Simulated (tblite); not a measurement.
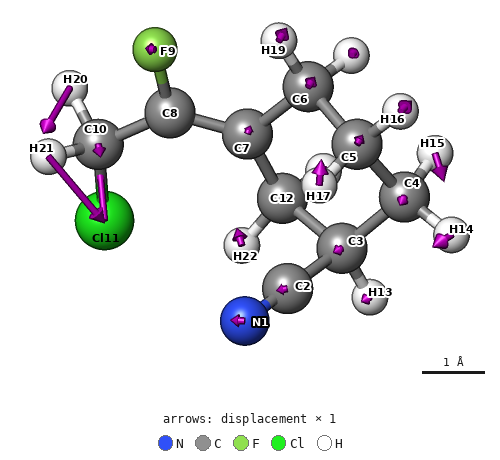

A relaxation of C$_{9}$H$_{11}$ClFN. The starting structure is drawn; purple arrows show the displacements, at their true length. The two geometries are superimposed by the best rigid fit.

A ball-and-stick model, seen from a free direction.

These are results of tblite 0.8.0, GFN2-xTB geometry optimisation, gas phase, not measurements. 

**What happened in the run?**

The energy falls by 23.5 kcal/mol in 134 geometry steps. The atom that moves furthest after the best rigid fit is an H atom (1.51 Å). By element the largest moves are H 1.51 Å, Cl 1.33 Å, N 0.25 Å, C 0.25 Å, F 0.20 Å. Among the contacts that change: C–Cl 1.727 → 1.799 Å, C–H 1.153 → 1.089 Å, C–C 1.444 → 1.490 Å, C–C 1.485 → 1.445 Å. Bond angles that change, for instance: C–C–Cl 122.2° → 111.3°, H–C–H 99.6° → 110.2°, C–C–H 102.3° → 110.4°. Groups turn about C–C by about 70°. The run took 3.2 s on 2 threads of Intel(R) Xeon(R) Platinum 8175M CPU @ 2.50GHz, on a shared host.
